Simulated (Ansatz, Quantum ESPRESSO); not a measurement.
# Rh(111), 4 layers, one monolayer of H on top sites against a metal electrode, part 2 of 6

Wanted: the capacitance of Rh(111), 4 layers, one monolayer of H on top sites by the effective screening medium.

Quantum ESPRESSO 7.5; plane-wave DFT, PBE, GBRV ultrasoft pseudopotentials; geometry by Ansatz 0.2.0 with PAW datasets.

So far. Step 2 (Geometry from Ansatz): The relaxation lowers the energy by 32 meV an atom. Held were the atoms numbered 1 and 2; the forces quoted are those on the free ones.

### Step 3. Ground state: charge -0.0188 e

ESM with bc3 puts vacuum below and a metal electrode at the cell's upper end, z = c/2, which holds the counter charge and sets the zero of potential. tot_charge counts missing electrons, so a negative value adds electrons. The energies and forces that the log prints for charged cells are not used here.

Level of this step: plane-wave DFT, PBE, GBRV ultrasoft pseudopotentials (Quantum ESPRESSO 7.5).

q0.in reads:

```
&control
  prefix = 'q0'
  outdir = './out'
  pseudo_dir = './pseudo'
  calculation = 'scf'
  tprnfor = .true.
/
&system
  ibrav = 0
  nat = 5
  ntyp = 2
  ecutwfc = 40
  ecutrho = 200
  occupations = 'smearing'
  smearing = 'mv'
  degauss = 0.02
  assume_isolated = 'esm'
  esm_bc = 'bc3'
  tot_charge = -0.0188
/
&electrons
  conv_thr = 1e-08
  mixing_beta = 0.4
  electron_maxstep = 120
  mixing_mode = 'local-TF'
/
ATOMIC_SPECIES
  Rh  102.9055  rh_pbe_v1.4.uspp.F.UPF
  H   1.0080  h_pbe_v1.4.uspp.F.UPF
CELL_PARAMETERS angstrom
  2.68700576847903 -0.00000000002887 0.00000000000000
  1.34350288426451 2.32701525560373 0.00000000000000
  0.00000000000000 0.00000000000000 24.58179306880000
ATOMIC_POSITIONS crystal
  Rh  0.000000000000 0.000000000000 -0.079954514104
  Rh  0.333333333333 0.333333333333 0.009295729596
  Rh  0.666666666667 0.666666666667 0.099553387139
  Rh  0.000000000000 0.000000000000 0.189922190116
  H   -0.000000000000 0.000000000000 0.253660312865
K_POINTS automatic
  12 12 1 0 0 0
```

Run with:

```
$ OMP_NUM_THREADS=1 mpirun -n 4 pw.x -nk 4 -in q0.in > q0.out
```

The program printed:

```text
Program PWSCF v.7.5 starts
[citation notice left out]

     Parallel version (MPI & OpenMP), running on       4 processor cores
     Number of MPI processes:                 4
     Threads/MPI process:                     1

     MPI processes distributed on     1 nodes
[...]
Current dimensions of program PWSCF are:
     Max number of different atomic species (ntypx) = 10
     Max number of k-points (npk) =  40000
     Max angular momentum in pseudopotentials (lmaxx) =  4
     Message from routine setup:
     using ibrav=0 with symmetry is DISCOURAGED, use correct ibrav instead

     K-points division:     npool     =       4
     Subspace diagonalization in iterative solution of the eigenvalue problem:
     a serial algorithm will be used

     G-vector sticks info
     --------------------
     sticks:   dense  smooth     PW     G-vecs:    dense   smooth      PW
     Sum         361     283     91                49661    35437    6665

     Using Slab Decomposition

     bravais-lattice index     =            0
     lattice parameter (alat)  =       5.0777  a.u.
     unit-cell volume          =    1037.2370 (a.u.)^3
     number of atoms/cell      =            5
     number of atomic types    =            2
     number of electrons       =        61.02
     number of Kohn-Sham states=           37
     kinetic-energy cutoff     =      40.0000  Ry
     charge density cutoff     =     200.0000  Ry
     scf convergence threshold =      1.0E-08
     mixing beta               =       0.4000
     number of iterations used =            8  local-TF  mixing
     Exchange-correlation=  SLA  PW   PBX  PBC
                           (   1   4   3   4   0   0   0)

     Effective Screening Medium Method
     =================================
     Boundary Conditions: Vacuum-Slab-Metal
     total charge in unit cell        =  -0.0188
     grid points for fit at edges     =        4

     celldm(1)=   5.077705  celldm(2)=   0.000000  celldm(3)=   0.000000
     celldm(4)=   0.000000  celldm(5)=   0.000000  celldm(6)=   0.000000

     crystal axes: (cart. coord. in units of alat)
               a(1) = (   1.000000  -0.000000   0.000000 )
               a(2) = (   0.500000   0.866025   0.000000 )
               a(3) = (   0.000000   0.000000   9.148396 )

     reciprocal axes: (cart. coord. in units 2 pi/alat)
               b(1) = (  1.000000 -0.577350  0.000000 )
               b(2) = (  0.000000  1.154701 -0.000000 )
               b(3) = ( -0.000000  0.000000  0.109309 )

     PseudoPot. # 1 for Rh read from file:
     ./pseudo/rh_pbe_v1.4.uspp.F.UPF
     Pseudo is Ultrasoft + core correction, Zval = 15.0
     Generated by new atomic code, or converted to UPF format
     Using radial grid of  969 points,  7 beta functions with:
                l(1) =   0
                l(2) =   0
                l(3) =   1
                l(4) =   1
                l(5) =   2
                l(6) =   2
                l(7) =   2
     Q(r) pseudized with  8 coefficients,  rinner =    1.200   1.200   1.200
                                                       1.200   1.200

     PseudoPot. # 2 for H  read from file:
     ./pseudo/h_pbe_v1.4.uspp.F.UPF
     Pseudo is Ultrasoft, Zval =  1.0
     Generated by new atomic code, or converted to UPF format
     Using radial grid of  615 points,  2 beta functions with:
                l(1) =   0
                l(2) =   0
     Q(r) pseudized with  8 coefficients,  rinner =    0.700

     atomic species   valence    mass     pseudopotential
     Rh               15.00   102.90550     Rh( 1.00)
     H                 1.00     1.00800     H ( 1.00)

      6 Sym. Ops. (no inversion) found

   Cartesian axes

     site n.     atom                  positions (alat units)
         1        Rh     tau(   1) = (   0.0000000   0.0000000  -0.7314556  )
         2        Rh     tau(   2) = (   0.5000000   0.2886751   0.0850410  )
         3        Rh     tau(   3) = (   1.0000000   0.5773503   0.9107538  )
         4        Rh     tau(   4) = (   0.0000000   0.0000000   1.7374834  )
         5        H      tau(   5) = (   0.0000000   0.0000000   2.3205850  )

     number of k points=    19  Marzari-Vanderbilt smearing, width (Ry)=  0.0200
                       cart. coord. in units 2pi/alat
        k(    1) = (   0.0000000   0.0000000   0.0000000), wk =   0.0138889
        k(    2) = (   0.0000000   0.0962250   0.0000000), wk =   0.0833333
        k(    3) = (   0.0000000   0.1924501   0.0000000), wk =   0.0833333
        k(    4) = (   0.0000000   0.2886751   0.0000000), wk =   0.0833333
        k(    5) = (   0.0000000   0.3849002   0.0000000), wk =   0.0833333
        k(    6) = (   0.0000000   0.4811252   0.0000000), wk =   0.0833333
        k(    7) = (  -0.0000000  -0.5773503   0.0000000), wk =   0.0416667
        k(    8) = (   0.0833333   0.1443376   0.0000000), wk =   0.0833333
        k(    9) = (   0.0833333   0.2405626   0.0000000), wk =   0.1666667
        k(   10) = (   0.0833333   0.3367877   0.0000000), wk =   0.1666667
[...]
k(   19) = (   0.3333333  -0.5773503   0.0000000), wk =   0.0277778

     Dense  grid:    49661 G-vectors     FFT dimensions: (  24,  24, 216)

     Smooth grid:    35437 G-vectors     FFT dimensions: (  24,  24, 192)

     Estimated max dynamical RAM per process >     112.42 MB

     Estimated total dynamical RAM >     413.30 MB

     Initial potential from superposition of free atoms

     starting charge      58.9996, renormalised to      61.0188

     negative rho (up, down):  2.384E-01 0.000E+00
     Starting wfcs are   49 randomized atomic wfcs

     total cpu time spent up to now is        1.0 secs

     per-process dynamical memory:    50.4 Mb

     Self-consistent Calculation

     iteration #  1     ecut=    40.00 Ry     beta= 0.40
     Davidson diagonalization with overlap
     ethr =  1.00E-02,  avg # of iterations =  1.6

     negative rho (up, down):  2.416E-01 0.000E+00

     total cpu time spent up to now is        2.6 secs

     total energy              =    -685.77167802 Ry
     estimated scf accuracy    <       6.51309330 Ry

     iteration #  2     ecut=    40.00 Ry     beta= 0.40
[...]
negative rho (up, down):  2.468E-01 0.000E+00

[...]
total energy              =    -685.82939116 Ry
     estimated scf accuracy    <       1.80154794 Ry

     iteration #  3     ecut=    40.00 Ry     beta= 0.40
[...]
negative rho (up, down):  2.631E-01 0.000E+00

[...]
iteration #  9     ecut=    40.00 Ry     beta= 0.40
[...]
c_bands:  1 eigenvalues not converged
     c_bands:  1 eigenvalues not converged
[...]
negative rho (up, down):  2.546E-01 0.000E+00

[...]
total energy              =    -685.86764383 Ry
     estimated scf accuracy    <       0.00944394 Ry

     iteration # 10     ecut=    40.00 Ry     beta= 0.40
[...]
negative rho (up, down):  2.543E-01 0.000E+00

[...]
total energy              =    -685.86755213 Ry
     estimated scf accuracy    <       0.01056125 Ry

     iteration # 11     ecut=    40.00 Ry     beta= 0.40
[...]
negative rho (up, down):  2.531E-01 0.000E+00

[...]
total energy              =    -685.86559442 Ry
     estimated scf accuracy    <       0.00667698 Ry

     iteration # 12     ecut=    40.00 Ry     beta= 0.40
[...]
c_bands:  1 eigenvalues not converged
[...]
negative rho (up, down):  2.493E-01 0.000E+00

[...]
total energy              =    -685.86265938 Ry
     estimated scf accuracy    <       0.00101347 Ry

     iteration # 13     ecut=    40.00 Ry     beta= 0.40
[...]
c_bands:  1 eigenvalues not converged
[...]
negative rho (up, down):  2.484E-01 0.000E+00

[...]
total energy              =    -685.86358151 Ry
     estimated scf accuracy    <       0.00127913 Ry

     iteration # 14     ecut=    40.00 Ry     beta= 0.40
[...]
negative rho (up, down):  2.481E-01 0.000E+00

[...]
total energy              =    -685.86497700 Ry
     estimated scf accuracy    <       0.00071331 Ry

[...]
iteration # 24     ecut=    40.00 Ry     beta= 0.40
[...]
negative rho (up, down):  2.447E-01 0.000E+00

[...]
total energy              =    -685.86524932 Ry
     estimated scf accuracy    <       0.00000034 Ry

     iteration # 25     ecut=    40.00 Ry     beta= 0.40
[...]
negative rho (up, down):  2.447E-01 0.000E+00

[...]
total energy              =    -685.86525457 Ry
     estimated scf accuracy    <       0.00000091 Ry

     iteration # 26     ecut=    40.00 Ry     beta= 0.40
[...]
negative rho (up, down):  2.446E-01 0.000E+00

[...]
total energy              =    -685.86528018 Ry
     estimated scf accuracy    <       0.00000062 Ry

     iteration # 27     ecut=    40.00 Ry     beta= 0.40
[...]
negative rho (up, down):  2.446E-01 0.000E+00

[...]
total energy              =    -685.86528620 Ry
     estimated scf accuracy    <       0.00000012 Ry

     iteration # 28     ecut=    40.00 Ry     beta= 0.40
[...]
negative rho (up, down):  2.447E-01 0.000E+00

[...]
total energy              =    -685.86525719 Ry
     estimated scf accuracy    <       0.00000013 Ry

     iteration # 29     ecut=    40.00 Ry     beta= 0.40
[...]
negative rho (up, down):  2.447E-01 0.000E+00

[...]
total energy              =    -685.86523712 Ry
     estimated scf accuracy    <       0.00000003 Ry

     iteration # 30     ecut=    40.00 Ry     beta= 0.40
[...]
negative rho (up, down):  2.447E-01 0.000E+00

[...]
total energy              =    -685.86523080 Ry
     estimated scf accuracy    <       0.00000001 Ry

     iteration # 31     ecut=    40.00 Ry     beta= 0.40
[...]
negative rho (up, down):  2.447E-01 0.000E+00

[...]
End of self-consistent calculation

          k = 0.0000 0.0000 0.0000 (  4437 PWs)   bands (ev):

   -49.4626 -49.1715 -48.9524 -48.9524 -48.8837 -48.8837 -48.8612 -48.6471
   -48.6271 -48.6271 -48.5778 -48.5778  -9.9945  -8.9689  -8.3054  -8.0977
    -7.6542  -5.6340  -5.4580  -5.4580  -5.3313  -5.3313  -5.2402  -4.9842
    -4.9842  -4.8827  -4.8827  -3.7077  -3.4549  -3.4549  -3.2168  -3.2168
    -2.5738  -2.5738  -2.0793  -2.0793  -1.8222

          k = 0.0000 0.0962 0.0000 (  4363 PWs)   bands (ev):

   -49.4511 -49.1721 -48.9883 -48.9626 -48.9285 -48.8921 -48.8527 -48.6644
   -48.6446 -48.6359 -48.6138 -48.5866  -9.7587  -8.7566  -8.0990  -7.8684
    -7.5527  -5.7057  -5.6465  -5.5900  -5.2803  -5.1902  -5.1788  -5.1059
    -4.9110  -4.8224  -4.7129  -4.2535  -3.6061  -3.5872  -3.2055  -3.1914
    -2.9487  -2.5719  -2.0661  -1.9533  -0.6401

          k = 0.0000 0.1925 0.0000 (  4385 PWs)   bands (ev):

   -49.4203 -49.1899 -49.0782 -49.0227 -48.9905 -48.9154 -48.8508 -48.7621
   -48.7164 -48.6600 -48.6353 -48.6110  -9.1279  -8.2497  -7.6200  -7.3746
    -7.2257  -6.2104  -5.9621  -5.7947  -5.3066  -5.2782  -4.9299  -4.8934
    -4.8499  -4.7675  -4.4014  -4.2429  -4.0909  -3.6958  -3.6570  -3.1954
    -2.6929  -2.5761  -2.0367  -1.0638   0.7292

          k = 0.0000 0.2887 0.0000 (  4409 PWs)   bands (ev):

   -49.3846 -49.2782 -49.1873 -49.0940 -49.0280 -48.9473 -48.9009 -48.8528
   -48.8345 -48.6927 -48.6441 -48.6282  -8.3985  -7.8753  -7.4834  -7.2187
    -6.9030  -6.6347  -6.2269  -5.7639  -5.5244  -5.1051  -4.8099  -4.8064
    -4.5778  -4.3088  -4.1759  -3.9313  -3.6153  -3.5445  -3.2604  -3.0284
    -2.5802  -2.2423  -2.0057  -0.1383   2.0340

          k = 0.0000 0.3849 0.0000 (  4445 PWs)   bands (ev):

   -49.4173 -49.3825 -49.2633 -49.1388 -49.0653 -49.0113 -48.9792 -48.9569
   -48.8455 -48.7254 -48.6770 -48.6216  -8.1125  -8.0109  -7.6854  -7.4273
    -7.1735  -6.8328  -6.3331  -5.7570  -5.3610  -4.9728  -4.8897  -4.1091
    -4.0587  -3.8136  -3.2554  -3.2521  -2.7453  -2.6651  -2.6166  -2.4563
    -2.3478  -1.9540  -1.6348   0.7545   3.2470

          k = 0.0000 0.4811 0.0000 (  4425 PWs)   bands (ev):

   -49.5108 -49.4569 -49.2693 -49.1953 -49.0921 -49.0702 -49.0135 -49.0026
   -48.8478 -48.7491 -48.7010 -48.6170  -8.3065  -8.1938  -7.9786  -7.6225
    -7.3730  -6.9988  -6.2888  -5.8334  -5.5194  -5.1302  -4.3573  -4.1770
    -3.5475  -3.0153  -2.7680  -2.2494  -2.1084  -1.9051  -1.8350  -1.7379
    -1.6722  -0.8185  -0.5954   1.3714   3.6151

[...]
the Fermi energy is    -2.5153 ev

!    total energy              =    -685.86522452 Ry
     estimated scf accuracy    <          7.1E-10 Ry
     smearing contrib. (-TS)   =       0.00014778 Ry
     internal energy E=F+TS    =    -685.86537229 Ry

     The total energy is F=E-TS. E is the sum of the following terms:
     one-electron contribution =  -74427.68131683 Ry
     hartree contribution      =   37216.29867050 Ry
     xc contribution           =    -120.34991458 Ry
     ewald contribution        =   36645.86718861 Ry

     convergence has been achieved in  31 iterations

     negative rho (up, down):  2.447E-01 0.000E+00

     Forces acting on atoms (cartesian axes, Ry/au):

     atom    1 type  1   force =     0.00000000    0.00000000    0.00535127
     atom    2 type  1   force =     0.00000000    0.00000000   -0.00595360
     atom    3 type  1   force =     0.00000000    0.00000000    0.00122652
     atom    4 type  1   force =    -0.00000000   -0.00000000   -0.00140566
     atom    5 type  2   force =    -0.00000000   -0.00000000    0.00092588

     Total force =     0.008272     Total SCF correction =     0.000197

[...]
=------------------------------------------------------------------------------=
   JOB DONE.
=------------------------------------------------------------------------------=
[...]
```

It took 61 s on 4 MPI ranks of Arm Neoverse V2, shared host; peak memory 0.4 GiB; 4 min of CPU time.

Read from the output:

```
Fermi energy                                                   : -2.515 eV
vacuum line at the lower end of the cell, over the Fermi level : 5.172 eV
slope of the potential above                                   : -0.5431 eV/Å
vacuum line at the upper end of the cell, over the Fermi level : 2.516 eV
```

The potential energy, planar mean oscillates, so the rows of the table below give means over windows of 2.28 Å about each position, cut where the curve ends. Its maxima inside the range that stand out by 2 % of the span (Å: eV): -0.9: -0.640, 1.4: -0.586, 3.5: -0.654, 7.4: 5.00. Its minima: -1.9: -18.9, 0.2: -19.2, 2.5: -19.0, 4.7: -19.0.

Electrostatic potential energy of an electron; zero at the Fermi level. Potential energy, planar mean against z; means over each step:

```tsv
z (Å)	potential energy, planar mean (eV)
-11.15	5.17
-8.87	5.17
-6.59	5.17
-4.31	4.74
-2.03	-9.00
0.25	-9.59
2.53	-9.58
4.81	-8.82
7.09	4.05
9.37	4.10
11.65	3.03
```

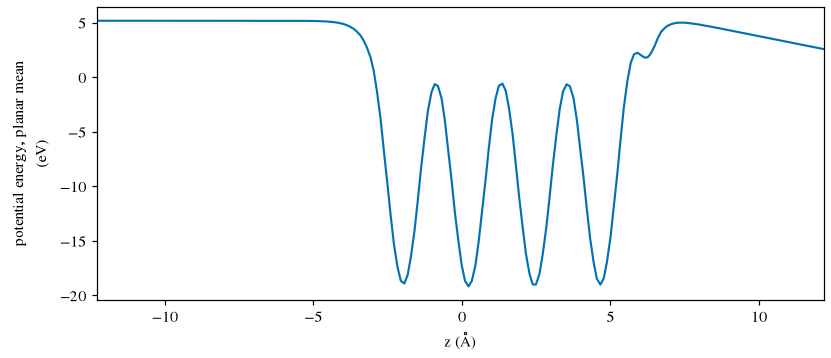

Potential energy, planar mean, plotted against z.

The program's own clock; routines nest. Time by routine:

```tsv
routine	wall time (s)	calls
PWSCF	60.27	1
electrons	58.91	1
c_bands	41.3	31
cegterg	36.07	155
h_psi	25.51	1019
fftw	21.68	36325
vloc_psi	20.56	1019
mix_rho	7.26	31
sum_band	6.98	31
ffts	4.52	3749
calbec	3.32	1194
add_vuspsi	2.47	1019
s_psi	2.44	1019
h_psi:calbec	2.39	1019
```

The run needed 31 iterations to bring the estimated error under 1e-08 Ry.

Inside the slab this potential holds the local part of the pseudopotentials, which can be repulsive at the nuclei; only its value in the vacuum has a meaning of its own.

Gauss's law asks for a slope of 180.95 q/A = -0.544 eV/Å in the gap; the run gives -0.543.

### Step 4. Ground state: charge -0.0094 e

The charge is stepped; where the run before has converged, its density is the start.

q1.in, as its differences from the input of step 3:

```diff
@@ -1,3 +1,3 @@
 &control
-  prefix = 'q0'
+  prefix = 'q1'
   outdir = './out'
@@ -18,3 +18,3 @@
   esm_bc = 'bc3'
-  tot_charge = -0.0188
+  tot_charge = -0.0094
 /
@@ -25,2 +25,3 @@
   mixing_mode = 'local-TF'
+  startingpot = 'file'
 /
```

Run with:

```
$ cp -r out/q0.save out/q1.save
$ OMP_NUM_THREADS=1 mpirun -n 4 pw.x -nk 4 -in q1.in > q1.out
```

The program printed:

```text
[banner, memory and clock lines left out]
Program PWSCF v.7.5 starts
[...]
Message from routine setup:
[...]
number of electrons       =        61.01
     number of Kohn-Sham states=           37
     kinetic-energy cutoff     =      40.0000  Ry
     charge density cutoff     =     200.0000  Ry
[...]
number of k points=    19  Marzari-Vanderbilt smearing, width (Ry)=  0.0200
[...]
Dense  grid:    49661 G-vectors     FFT dimensions: (  24,  24, 216)
[...]
The initial density is read from file :
[...]
negative rho (up, down):  2.446E-01 0.000E+00
     Starting wfcs are   49 randomized atomic wfcs
[...]
negative rho (up, down):  2.448E-01 0.000E+00
[...]
estimated scf accuracy    <       3.70917072 Ry
[...]
negative rho (up, down):  2.448E-01 0.000E+00
[...]
estimated scf accuracy    <       1.53059690 Ry
[...]
negative rho (up, down):  2.449E-01 0.000E+00
[...]
estimated scf accuracy    <       0.05847662 Ry
[...]
negative rho (up, down):  2.450E-01 0.000E+00
[...]
estimated scf accuracy    <       0.03394334 Ry
[...]
negative rho (up, down):  2.449E-01 0.000E+00
[...]
estimated scf accuracy    <       0.00202165 Ry
[...]
negative rho (up, down):  2.448E-01 0.000E+00
[...]
estimated scf accuracy    <       0.00797493 Ry
[...]
negative rho (up, down):  2.445E-01 0.000E+00
[...]
estimated scf accuracy    <       0.00753922 Ry
[...]
negative rho (up, down):  2.445E-01 0.000E+00
[...]
estimated scf accuracy    <       0.00472826 Ry
[...]
negative rho (up, down):  2.446E-01 0.000E+00
[...]
estimated scf accuracy    <       0.00213036 Ry
[...]
negative rho (up, down):  2.446E-01 0.000E+00
[...]
estimated scf accuracy    <       0.00011461 Ry
[...]
negative rho (up, down):  2.446E-01 0.000E+00
[...]
estimated scf accuracy    <       0.00019029 Ry
[...]
negative rho (up, down):  2.446E-01 0.000E+00
[...]
estimated scf accuracy    <       0.00020012 Ry
[...]
negative rho (up, down):  2.445E-01 0.000E+00
[...]
estimated scf accuracy    <       0.00006099 Ry
[...]
negative rho (up, down):  2.444E-01 0.000E+00
[...]
estimated scf accuracy    <       0.00132252 Ry
[...]
negative rho (up, down):  2.444E-01 0.000E+00
[...]
estimated scf accuracy    <       0.00095576 Ry
[...]
negative rho (up, down):  2.444E-01 0.000E+00
[...]
estimated scf accuracy    <       0.00043968 Ry
[...]
negative rho (up, down):  2.446E-01 0.000E+00
[...]
estimated scf accuracy    <       0.00008231 Ry
[...]
negative rho (up, down):  2.447E-01 0.000E+00
[...]
estimated scf accuracy    <       0.00009232 Ry
[...]
negative rho (up, down):  2.447E-01 0.000E+00
[...]
estimated scf accuracy    <       0.00002705 Ry
[...]
negative rho (up, down):  2.446E-01 0.000E+00
[...]
estimated scf accuracy    <       0.00000650 Ry
[...]
negative rho (up, down):  2.446E-01 0.000E+00
[...]
estimated scf accuracy    <       0.00001125 Ry
[...]
negative rho (up, down):  2.446E-01 0.000E+00
[...]
estimated scf accuracy    <       0.00000520 Ry
[...]
negative rho (up, down):  2.447E-01 0.000E+00
[...]
estimated scf accuracy    <       0.00000060 Ry
[...]
negative rho (up, down):  2.446E-01 0.000E+00
[...]
estimated scf accuracy    <       0.00000102 Ry
[...]
negative rho (up, down):  2.446E-01 0.000E+00
[...]
estimated scf accuracy    <       0.00000006 Ry
[...]
negative rho (up, down):  2.446E-01 0.000E+00
[...]
estimated scf accuracy    <       0.00000005 Ry
[...]
negative rho (up, down):  2.446E-01 0.000E+00
[...]
estimated scf accuracy    <       0.00000006 Ry
[...]
negative rho (up, down):  2.446E-01 0.000E+00
[...]
estimated scf accuracy    <       0.00000009 Ry
[...]
negative rho (up, down):  2.447E-01 0.000E+00
[...]
estimated scf accuracy    <       0.00000002 Ry
[...]
negative rho (up, down):  2.447E-01 0.000E+00
[...]
the Fermi energy is    -4.0491 ev
!    total energy              =    -685.86295487 Ry
     estimated scf accuracy    <          9.2E-09 Ry
     smearing contrib. (-TS)   =       0.00012275 Ry
     internal energy E=F+TS    =    -685.86307762 Ry
[...]
one-electron contribution =  -74420.83917658 Ry
     hartree contribution      =   37209.45353762 Ry
     xc contribution           =    -120.34462726 Ry
     ewald contribution        =   36645.86718861 Ry
     convergence has been achieved in  30 iterations
     negative rho (up, down):  2.447E-01 0.000E+00
[...]
Total force =     0.008207     Total SCF correction =     0.000778
[...]
```

It took 61 s on 4 MPI ranks; peak memory 0.59 GiB; 4.1 min of CPU time.

Read from the output:

- Fermi energy: -4.049 eV
- vacuum line at the lower end of the cell, over the Fermi level: 5.179 eV
- slope of the potential above: -0.2715 eV/Å
- vacuum line at the upper end of the cell, over the Fermi level: 4.049 eV

The electrode's potential over the Fermi level goes from 2.516 to 4.049 eV, the far face's from 5.172 to 5.179 eV.

(Continued in part 3 of 6.)

[Logs are printed without paths, hosts, clocks, repeated set-up lines and the standing remarks that a program may print on its own settings, such as how far it seeks lower states.]

[Hosts, paths, dates, database ids (printed as entryN), source tags and the programs' standing remarks are cut or masked in the printed files.]

[Maps of the electrostatic potential energy from Ansatz leave out the sawtooth potential of an applied field or a dipole correction, so their vacuum need not be flat; planar profiles and work functions include it.]
